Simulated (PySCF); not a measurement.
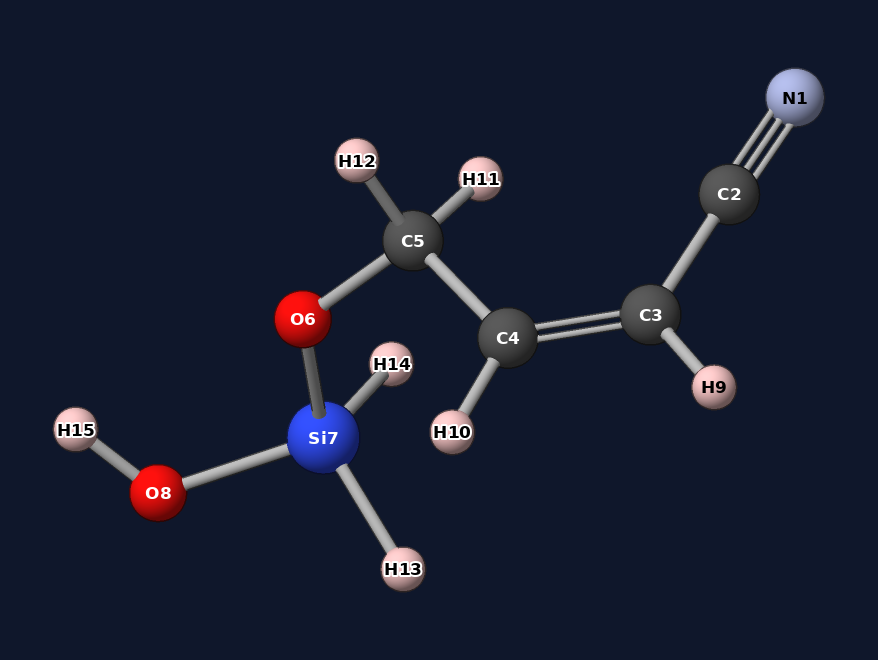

The questions are on isotropic NMR shieldings of the O atoms. Geometry: an end point of a reaction path computed with GFN2-xTB. Method: GIAO PBE0/pcSseg-1 NMR shielding, non-relativistic, gas phase (PySCF 2.14.0).

Give the isotropic NMR shieldings of the O atoms atom by atom.

| atom | σ (ppm) |
| --- | --- |
| O6 | 294.4 |
| O8 | 303.0 |
